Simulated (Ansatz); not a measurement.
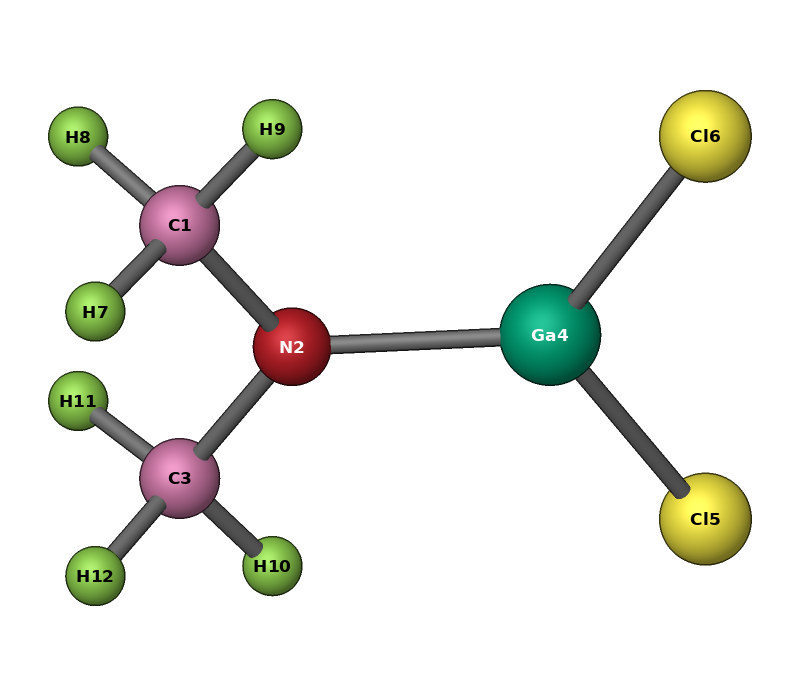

The questions are on Mulliken charges. The computed structure is the end point of a PBE0-D4/def2-TZVP optimisation. Method: RKS ωB97M-V/def2-TZVPP (Ansatz 0.2.0).

Which atom carries the highest charge (most positive or least negative)?

Answer. Ga4 (0.49 e).

And the lowest?

Answer. Cl5, Cl6 (−0.24 e).

List the Mulliken charges.

```csv
atom,value (e)
C1,−0.22
N2,−0.23
C3,−0.22
Ga4,0.49
Cl5,−0.24
Cl6,−0.24
H7,0.11
H8,0.11
H9,0.10
H10,0.10
H11,0.11
H12,0.11
```

Mulliken values depend strongly on the basis set and can even reverse the polarity of a bond.
